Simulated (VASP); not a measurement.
Band structure of BaF₂ (fluorite). Level of theory: vdW-DF2, VASP's PBE PAW potentials (set 64) (plane waves; VASP).

Unless said otherwise, spin-orbit coupling is left out, though it shifts the bands of the heavy elements here.

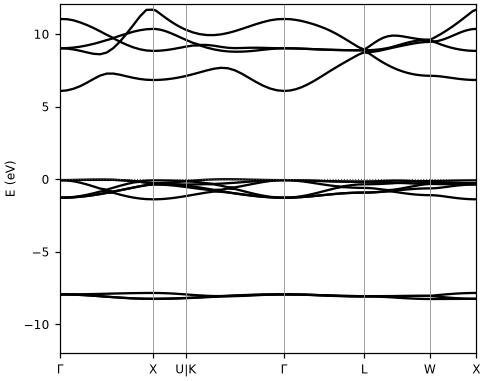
Figure. Bands along high-symmetry lines, zero at the valence-band maximum or, without a gap, the Fermi level

**Question.** Read the plot: is there a gap, and where are the band edges?

**Answer.** The gap is indirect, 6.08 eV, from the valence maximum at K-Γ at 0.43 to the conduction minimum at Γ. (Edges off the drawn lines would not show.)

Measured: gap 10.50 eV (computed value off by -4.42 eV), as given by Andrés Aguado et al., Journal of the Physical Society of Japan (1999), arXiv:cond-mat/9901145.

The compound is BaF2 in the fluorite structure. It was relaxed first, which changed the volume by +7 %.
